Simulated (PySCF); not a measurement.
# BSi$_{2}$H$_{2}$O$_{4}$F$_{3}$: excited-state calculation

BSi$_{2}$H$_{2}$O$_{4}$F$_{3}$, SMILES OB(O)O[Si]O[Si](F)(F)F, computed with TDDFT CAM-B3LYP/def2-SVPD, vertical, gas phase, core orbitals frozen in the response (PySCF 2.14.0).

The geometry comes from this level: PBE0-D3(BJ)/def2-SVP.

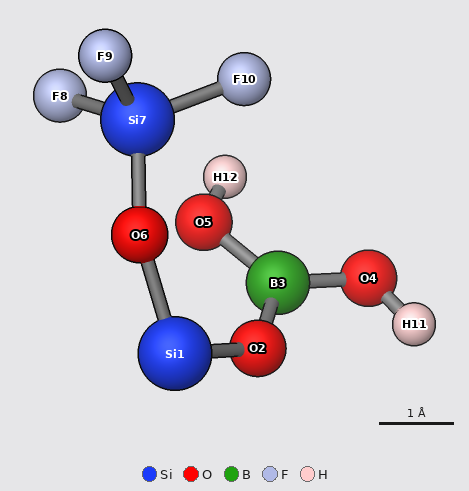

The structure (ball-and-stick view, seen at a tilt; atoms are numbered from 1 in the order of the input). Bond lengths as drawn: B–O 1.36 to 1.38 Å, F–Si 1.59 to 1.60 Å, H–O 0.96 Å and O–Si 1.62 to 1.68 Å.

## Key numbers

```json
{"quantity": "outcome", "value": "converged"}
{"quantity": "total energy", "value": "−1205.180744 hartree"}
{"quantity": "HOMO", "value": "−9.36 eV"}
{"quantity": "LUMO", "value": "−0.99 eV"}
{"quantity": "dipole moment", "value": "2.73 D"}
{"quantity": "mean polarisability", "value": "73.54 a.u."}
{"quantity": "vertical ionisation energy", "value": "10.41 eV"}
{"quantity": "vertical electron affinity", "value": "0.24 eV"}
{"quantity": "lowest singlet excitation", "value": "5.30 eV"}
{"quantity": "hardware", "value": "1 CPU thread, shared host"}
{"quantity": "wall time", "value": "2.3 min"}
{"quantity": "peak memory", "value": "1.3 GiB"}
```

## The input
```
{"job": {"kind": "uv", "xc": "CAM-B3LYP", "basis": "def2-SVPD", "nstates": 6, "ntriplets": 2, "ip": true}, "charge": 0, "multiplicity": 1}
Si     0.583662    -1.216302    -1.974741
O      1.591879    -0.304585    -0.998009
B      1.399187     0.634260    -0.008278
O      2.347687     0.877315     0.930032
O      0.223437     1.322286     0.003241
O     -0.865448    -1.165814    -1.118529
Si    -1.844710    -0.695191     0.079578
F     -2.567981     0.697537    -0.194554
F     -3.003452    -1.783515     0.238174
F     -1.102388    -0.642840     1.497090
H      3.121760     0.317712     0.813334
H      0.154475     1.927422     0.749097
```

The first line tells a small driver script what to run in PySCF; the rest is the geometry in Å.

Launched with:
```bash
OMP_NUM_THREADS=1 python <driver script> task.json out
```

## The program's output
```
coarse grid: 13176 points
cycle   1  E = -1204.6487033338  dE =  1.432e+00  |g| = 1.390e+00  |ddm| = 7.546e+00
cycle   2  E = -1204.5064006206  dE =  1.423e-01  |g| = 1.701e+00  |ddm| = 5.773e+00
cycle   3  E = -1205.0001819242  dE = -4.938e-01  |g| = 8.832e-02  |ddm| = 2.245e+00
cycle   4  E = -1205.0011198199  dE = -9.379e-04  |g| = 5.896e-02  |ddm| = 2.454e-01
cycle   5  E = -1205.0017312300  dE = -6.114e-04  |g| = 1.111e-02  |ddm| = 7.482e-02
cycle   6  E = -1205.0017552450  dE = -2.402e-05  |g| = 1.739e-03  |ddm| = 3.785e-02
cycle   7  E = -1205.0017559421  dE = -6.971e-07  |g| = 9.802e-04  |ddm| = 7.828e-03
final grid: 125448 points
cycle   8  E = -1205.1807424383  dE = -3.555e-05  |g| = 2.776e-03  |ddm| = 7.005e-02
cycle   9  E = -1205.1807420764  dE =  3.620e-07  |g| = 3.284e-03  |ddm| = 7.349e-03
cycle  10  E = -1205.1807438618  dE = -1.785e-06  |g| = 3.142e-04  |ddm| = 3.228e-03
cycle  11  E = -1205.1807438734  dE = -1.161e-08  |g| = 2.401e-04  |ddm| = 7.930e-04
cycle  12  E = -1205.1807438835  dE = -1.006e-08  |g| = 3.738e-05  |ddm| = 2.467e-04
cycle  13  E = -1205.1807438838  dE = -2.942e-10  |g| = 8.748e-06  |ddm| = 9.476e-05
```

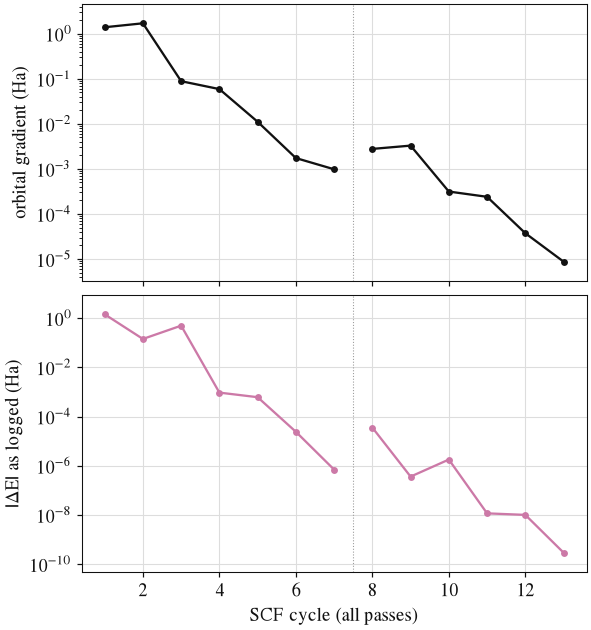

Convergence of the self-consistent field: orbital gradient and size of the energy change against the SCF cycle. The dotted line marks the change from a coarse to the final integration grid. The first 7 cycles use a coarse grid, the final grid takes over at cycle 8, and the field converges after 13 cycles in all.

```
converged SCF energy = -1205.1807438838

Static polarisability (au): isotropic 73.538, principal 63.692 77.522 79.399

Singlet excitations
state   eV       nm        f      main configurations
  1   5.2974    234.0   0.12451   H->L 0.98
  2   6.8480    181.1   0.00361   H-2->L 0.69, H-1->L 0.15, H-3->L 0.11
  3   7.3303    169.1   0.03488   H->L+1 0.63, H-3->L 0.16
  4   7.3934    167.7   0.13942   H->L+2 0.46, H->L+1 0.21, H-3->L 0.13
  5   7.5743    163.7   0.22274   H-3->L 0.40, H->L+2 0.27, H-2->L 0.13
  6   7.9346    156.3   0.04093   H-1->L 0.61, H-3->L 0.11

Triplet excitations (Tamm-Dancoff, eV): 3.0304 5.8406
Vertical ionisation energy (delta-SCF) = 10.4060 eV
Vertical electron affinity (delta-SCF) = 0.2359 eV
```

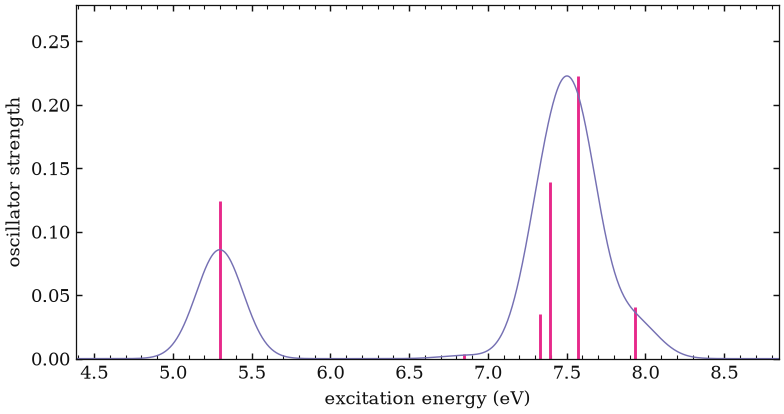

Computed excitations as sticks (degenerate states added up, dark ones marked on the axis), with a Gaussian envelope of 0.35 eV full width at half maximum, scaled to the tallest. Of the 6 states the lowest lies at 5.30 eV (f = 0.125); the strongest line is at 7.57 eV, or 164 nm (f = 0.223).

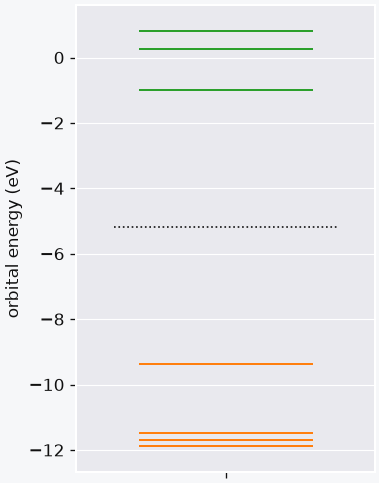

Orbital energies near the frontier; the dotted line parts filled from empty levels, and levels within 0.02 eV of each other stand side by side. Highest filled −9.36 eV, lowest empty −0.99 eV, 8.37 eV apart.
